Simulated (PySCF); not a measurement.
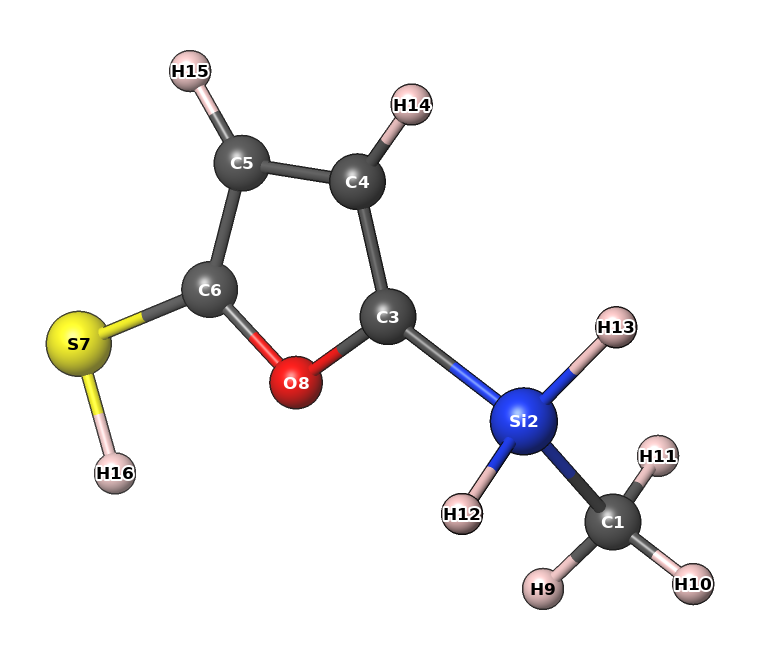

Computed geometry: GFN2-xTB optimisation. No frequency run is at hand to confirm it as a minimum. Electric field gradients from the ground-state density, PBE0/pcSseg-1 (PySCF 2.14.0), non-relativistic apart from any core potentials.

Give the largest field-gradient component, the quadrupole coupling constant and the asymmetry for 33S at S7 (Q = −67.81 mb), 17O at O8 (Q = −25.6 mb).

```csv
atom,V_zz (a.u.),e²qQ/h (MHz),η
S7,−2.749,43.8,0.77
O8,1.506,−9.06,0.14
```

The geometry is semi-empirical. Around Si such bond lengths and angles can be off by a tenth of an ångström or more and by several degrees, and values that hang on the shape move with them.
